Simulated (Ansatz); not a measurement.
**CH2ClF (chlorofluoromethane) at HF/STO-3G**

What is the electronic atomisation energy of CH2ClF (chlorofluoromethane) at HF/STO-3G? 

Program for the calculation: Ansatz 0.2.0.

70 further runs of the same task are left out: 2 that didn't finish, 68 set aside as unsound or not needed.

## (1) The system as given

CH2ClF has 5 atoms, charge 0, and is taken as a singlet. SMILES: `FCCl`. Geometry: relaxed at PBE0-D4/def2-TZVP.

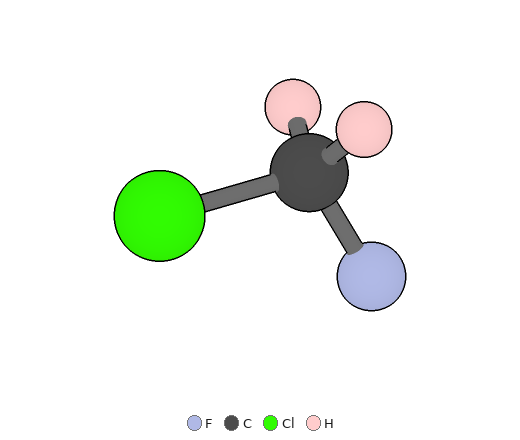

Viewed from a chosen angle; fluorine light blue, carbon dark grey, chlorine green, hydrogen pink.

## (2) A single-point energy at HF/STO-3G

File molecule.yaml:

```yaml
crystal:
  periodic: [false, false, false]
  atoms:
    - symbol: F
      position_ang: [-0.970450, 0.560520, 0.766500]
    - symbol: C
      position_ang: [0.083560, 0.089320, 0.058070]
    - symbol: Cl
      position_ang: [-0.422970, -1.232890, -0.998060]
    - symbol: H
      position_ang: [0.832130, -0.302600, 0.745580]
    - symbol: H
      position_ang: [0.477720, 0.885670, -0.572080]
basis:
  gaussian: {orbitals: STO-3G}
hamiltonian: {xc: hf}
accuracy: high
```

The run is started by

```sh
$ ansatz run molecule.yaml --threads 1 --pin off --max-ram 3480MiB --events-out events.jsonl --progress --plain --runs-dir runs
```

What it wrote:

```text
Warning: RAYON_NUM_THREADS=1 ignored (pool sized by the plan → 1); use --threads N
Functional definition: HF
  name "HF"
  exchange = exact_x
  correlation = 0
375 factors; integrals over basis functions are off by at most 3.5e-8 eV
mean field evaluation 1: about -16083.3495 eV, gradient 2.8e1 eV
mean field evaluation 2: about -16083.4818 eV, gradient 2.8e1 eV
mean field evaluation 4: about -16086.5239 eV, gradient 1.6e0 eV
mean field evaluation 8: about -16086.5364 eV, gradient 3.7e-4 eV
mean field -16086.53644884 eV, -591.1693106488 hartree, gradient 1.1e-8 eV, S^2 0.000000; 0 other end points of the search recorded, 0 dependent functions left out
reference -16086.53644884 eV, -591.1693106488 hartree; 17, 17 occupied and 4, 4 virtual orbitals, 375 factors
Total energy: -16086.53644884 eV, -591.1693106488 hartree
```

Run time: 0.12 s. Hardware: 1 thread of Arm Neoverse V1, shared host.

## (3) The C atom at the same level

File input.yaml:

```yaml
crystal:
  periodic: [false, false, false]
  atoms:
    - {symbol: C, position_ang: [0.000000, 0.000000, 0.000000]}
basis:
  gaussian:
    orbitals: STO-3G
total_charge: 0
magnetization:
  spin_polarized: true
  initial_magnetization: 2
hamiltonian:
  xc: hf
accuracy: high
```

Run the same way, it converges to -37.19839 Eh (log not shown).

## (4) The Cl atom at the same level

File molecule.yaml:

```yaml
crystal:
  periodic: [false, false, false]
  atoms:
    - {symbol: Cl, position_ang: [0.000000, 0.000000, 0.000000]}
basis:
  gaussian:
    orbitals: STO-3G
magnetization:
  spin_polarized: true
  initial_magnetization: 1
hamiltonian:
  xc: hf
accuracy: high
```

The run is started by

```sh
$ ansatz run molecule.yaml --threads 1 --pin off --max-ram 3480MiB --events-out events.jsonl --progress --plain --runs-dir runs
```

What it wrote:

```text
Warning: RAYON_NUM_THREADS=1 ignored (pool sized by the plan → 1); use --threads N
[... 4 set-up lines as earlier in the session ...]
42 factors; integrals over basis functions are off by at most 4.6e-9 eV
mean field evaluation 1: about -12368.7208 eV, gradient 7.8e-1 eV
mean field evaluation 2: about -12368.7224 eV, gradient 7.8e-1 eV
mean field evaluation 4: about -12368.7232 eV, gradient 3.4e-6 eV
mean field evaluation 8: about -12368.7232 eV, gradient 9.1e-2 eV
mean field evaluation 16: about -12368.7232 eV, gradient 7.6e-14 eV
mean field -12368.72316544 eV, -454.5421925083 hartree, gradient 1.9e-13 eV, S^2 0.750000; 3 other end points of the search recorded, 0 dependent functions left out
reference -12368.72316544 eV, -454.5421925083 hartree; 9, 8 occupied and 0, 1 virtual orbitals, 42 factors
Total energy: -12368.72316544 eV, -454.5421925083 hartree
```

Run time: 0.04 s. Hardware: 1 thread of Arm Neoverse V1, shared host.

## (5) The F atom

File input.yaml:

```yaml
crystal:
  periodic: [false, false, false]
  atoms:
    - {symbol: F, position_ang: [0.000000, 0.000000, 0.000000]}
basis:
  gaussian:
    orbitals: STO-3G
magnetization:
  spin_polarized: true
  initial_magnetization: 1
accuracy: high
hamiltonian:
  xc: hf
```

Run the same way, it converges to -97.98651 Eh (log not shown).

## (6) The H atom, same level

File run.yaml:

```yaml
crystal:
  periodic: [false, false, false]
  atoms:
    - {symbol: H, position_ang: [0.000000, 0.000000, 0.000000]}
basis:
  gaussian:
    orbitals: STO-3G
magnetization:
  spin_polarized: true
  initial_magnetization: 1
hamiltonian:
  xc: hf
accuracy: high
```

Run the same way, it converges to -0.46658 Eh (log not shown).

## (7) Outcome

Level: HF/STO-3G.

| quantity | value |
| --- | --- |
| molecule: total energy | -591.16931 Eh |
| C atom: total energy | -37.19839 Eh |
| C atom: ⟨S²⟩ | 2.000 |
| Cl atom: total energy | -454.54219 Eh |
| Cl atom: ⟨S²⟩ | 0.750 |
| F atom: total energy | -97.98651 Eh |
| F atom: ⟨S²⟩ | 0.750 |
| H atom: total energy | -0.46658 Eh |
| H atom: ⟨S²⟩ | 0.750 |
| electronic atomisation energy | 13.852 eV |

**Reading.** Taking the molecule apart into free atoms costs 13.85 eV (319 kcal/mol), before zero-point energy and without spin-orbit coupling. Hartree–Fock lacks the correlation of the bonding pairs, which as a rule makes this value much too low; in minimal bases other errors can mask that. In a minimal basis such a difference can be off by several eV, whatever the method.
